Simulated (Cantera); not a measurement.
A closed system holds: 1 mol SiH2Cl2, 0.036 mol Cl2, 46 mol H2, equilibrated at 0.0133 bar.

Equilibrium computed with Cantera from the NASA thermochemical tables; the gas is ideal and each condensed phase is pure. Candidate condensed phases: Si; 19 gas species. The tables' values for SiCl3, SiCl are old estimates; treat these amounts as uncertain. Gases not in the tables: Si2H6 and higher silanes. Kinetics and transport are ignored.

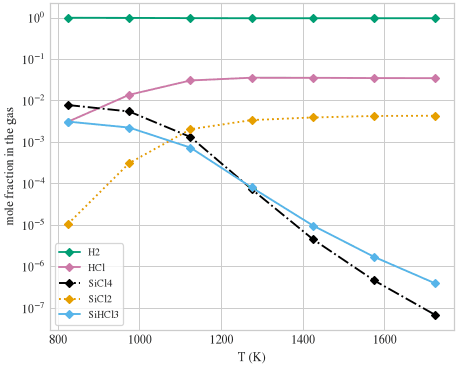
Equilibrium gas composition (values under 1e-9 drawn at 1e-9)

From 825 K to 1575 K the condensed part is Si(s). At 1725 K the condensed part is Si(l). The main Si-bearing gas is SiCl4 at 825 K and SiCl2 at 1725 K. The share of Si in condensed phases is highest at 1275 K (82.1 %) and lowest at 825 K (47.9 %).
